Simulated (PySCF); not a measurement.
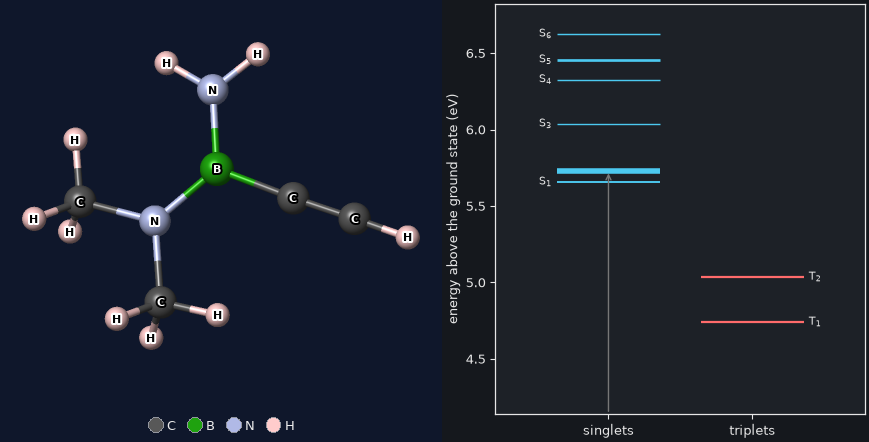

State diagram of C₄H₉BN₂, SMILES C#CB(N)N(C)C. Vertical TDDFT excitations, PBE0/def2-SVPD in PySCF, at a GFN2-xTB geometry (no frequency check), gas phase. Triplets in the Tamm-Dancoff approximation; only the lowest 6 singlets and 2 triplets were computed. Thicker singlet lines are brighter; the arrow marks the brightest. S0, at zero, lies below the range drawn.

### What is the vertical gap between S1 and T1?

0.92 eV: S1 at 5.66 eV, T1 at 4.74 eV.

### How many of the triplet levels drawn lie below S1?

2 of 2 (T1 4.74 eV, T2 5.03 eV; S1 5.66 eV).

### What are the energy, strength and character of the state that the arrow marks?

S2 at 5.73 eV (216 nm), f = 0.173, mainly HOMO → LUMO (98 %).

Caveats: states above the negative HOMO energy depend on the basis; the tight-binding geometry is rougher than a DFT one and adds to the error; one conformer of a flexible molecule; core orbitals are frozen in the response.
